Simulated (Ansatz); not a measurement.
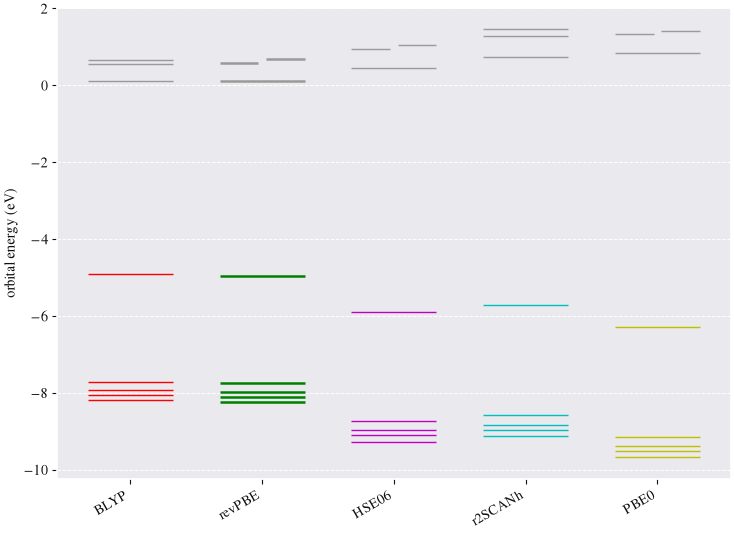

Frontier orbital energies of C₄H₁₃NSi, SMILES CCN([SiH3])CC at one geometry, def2-TZVPP, the Ansatz code 0.2.0, at a PBE0-D4/def2-TZVP geometry (no frequency check). Empty levels are grey, levels within 0.1 eV stand side by side; all columns show the same few orbitals around the gap.

**Compare the HOMO-LUMO separations.**

The separation grows from 5.00 eV (BLYP) to 7.12 eV (PBE0).

| level | HOMO (eV) | LUMO (eV) | separation (eV) |
| --- | --- | --- | --- |
| BLYP | −4.90 | 0.10 | 5.00 |
| revPBE | −4.96 | 0.11 | 5.07 |
| HSE06 | −5.89 | 0.46 | 6.35 |
| r2SCANh | −5.72 | 0.73 | 6.46 |
| PBE0 | −6.29 | 0.83 | 7.12 |

Limits of at least one run: empty levels above zero depend strongly on the basis; one conformer of a flexible molecule.
